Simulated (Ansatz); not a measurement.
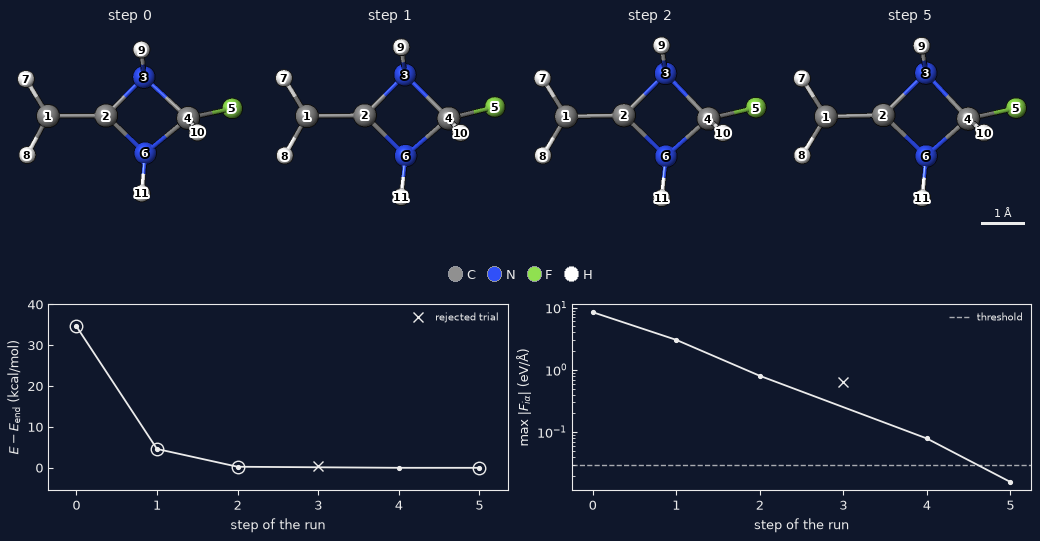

Frames of a relaxation of C3H5FN2 (coarse preliminary run), marked on the history of the run. The picture is a ball-and-stick view, seen at a tilt.

The start comes from a force field.

The calculation used RKS PBE-D4/def2-SVP in Ansatz 0.2.0.

The input:
```yaml
crystal:
  periodic: [false, false, false]
  atoms:
    - {symbol: C, position_ang: [-0.520100, -1.718400, 0.447900]}
    - {symbol: C, position_ang: [-0.303300, -0.390900, 0.229700]}
    - {symbol: N, position_ang: [0.461800, 0.459900, 0.800400]}
    - {symbol: C, position_ang: [0.480300, 1.303400, -0.330600]}
    - {symbol: F, position_ang: [0.080300, 2.555200, -0.063100]}
    - {symbol: N, position_ang: [-0.703200, 0.490200, -0.654500]}
    - {symbol: H, position_ang: [-0.076100, -2.207100, 1.258100]}
    - {symbol: H, position_ang: [-1.243800, -2.176400, -0.197800]}
    - {symbol: H, position_ang: [1.433200, 0.212700, 1.131400]}
    - {symbol: H, position_ang: [1.254000, 1.188600, -0.994600]}
    - {symbol: H, position_ang: [-0.797800, 0.225700, -1.606300]}
basis:
  gaussian: {orbitals: def2-SVP}
hamiltonian: {xc: pbe, dispersion: d4}
relax: {f_tol: 0.03, max_steps: 200}
```

Command:
```bash
ansatz run in.yaml --threads 4 --pin off --events-out ev --progress --plain --max-ram 10444MiB
```

Q: Describe the path.

A: Over 4 accepted moves (5 points after the start) the energy falls by 34.7 kcal/mol. Largest force component: 8.5 eV/Å at the start, 0.016 eV/Å at the end. The line search rejected the trial step at point 3 of the run. The largest move after the best rigid fit is that of H10, 0.15 Å. By element the largest moves are H 0.15 Å, N 0.12 Å, F 0.09 Å, C 0.07 Å. Among the contacts that change: C2–N3 1.279 → 1.421 Å, C2–N6 1.311 → 1.421 Å, C4–H10 1.026 → 1.118 Å, C1–H7 1.045 → 1.097 Å. Bond angles that change, for instance: F5–C4–H10 117.3° → 106.2°, C4–N3–H9 112.3° → 121.5°, N3–C4–N6 80.5° → 88.7°. From step 0 to 1: H11 moves most (0.08 Å), energy −30.0 kcal/mol. From step 1 to 2: H10 moves most (0.06 Å), energy −4.36 kcal/mol. From step 2 to 5: H10 moves most (0.02 Å), energy −0.26 kcal/mol.

```json
{"step": "0", "E − E(0), kcal/mol": "0.00", "largest force component, eV/Å": "8.4726", "note": ""}
{"step": "1", "E − E(0), kcal/mol": "-30.03", "largest force component, eV/Å": "3.0407", "note": ""}
{"step": "2", "E − E(0), kcal/mol": "-34.39", "largest force component, eV/Å": "0.8042", "note": ""}
{"step": "3", "E − E(0), kcal/mol": "-34.20", "largest force component, eV/Å": "0.6291", "note": "rejected"}
{"step": "4", "E − E(0), kcal/mol": "-34.65", "largest force component, eV/Å": "0.0791", "note": ""}
{"step": "5", "E − E(0), kcal/mol": "-34.65", "largest force component, eV/Å": "0.0158", "note": ""}
```
